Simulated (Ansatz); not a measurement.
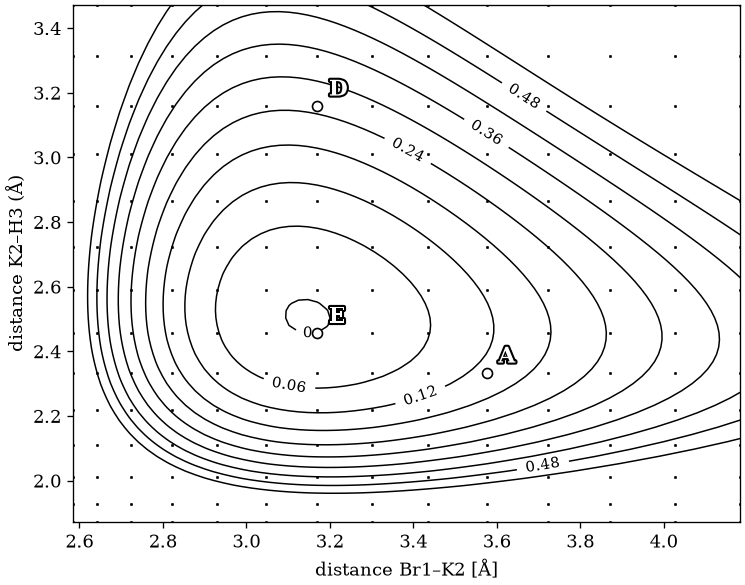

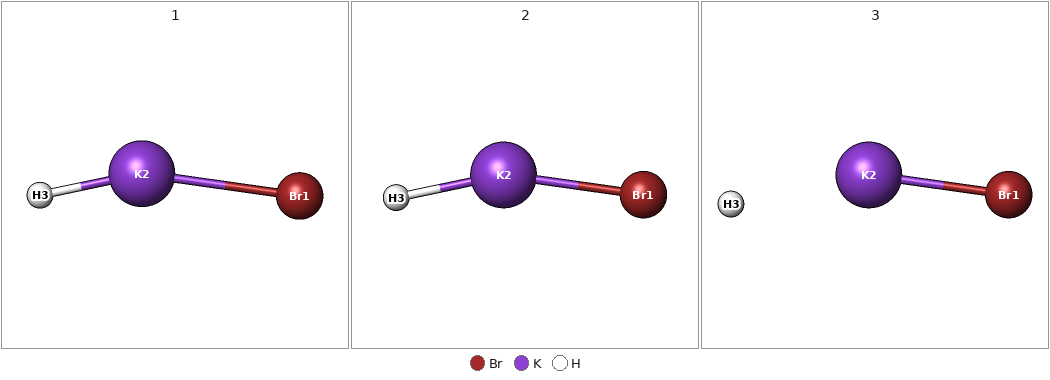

The system Br⁻ + KH. First axis: distance Br1–K2. Second axis: distance K2–H3. Nothing is relaxed (the angle Br1–K2–H3 is fixed at 160 degrees). The scan uses a 14 × 14 grid. Energies are in eV, from the lowest grid point. The reference is spin-restricted, so regions where a bond is pulled apart into radicals lie too high. The calculation used Ansatz 0.2.0, RHF/def2-TZVPD.

The picture shows contour lines labelled in eV (none above 0.54), dots at the grid points, lettered points. Between grid points the surface is interpolated. The numbered pictures are the structures at these points, in random order.

Q: Which structure belongs to which point?

A: A is structure 1: distance Br1–K2 = 3.576 Å, distance K2–H3 = 2.334 Å, 0.14 eV; D is structure 3: distance Br1–K2 = 3.170 Å, distance K2–H3 = 3.160 Å, 0.26 eV; E is structure 2: distance Br1–K2 = 3.170 Å, distance K2–H3 = 2.458 Å, 0.00 eV.
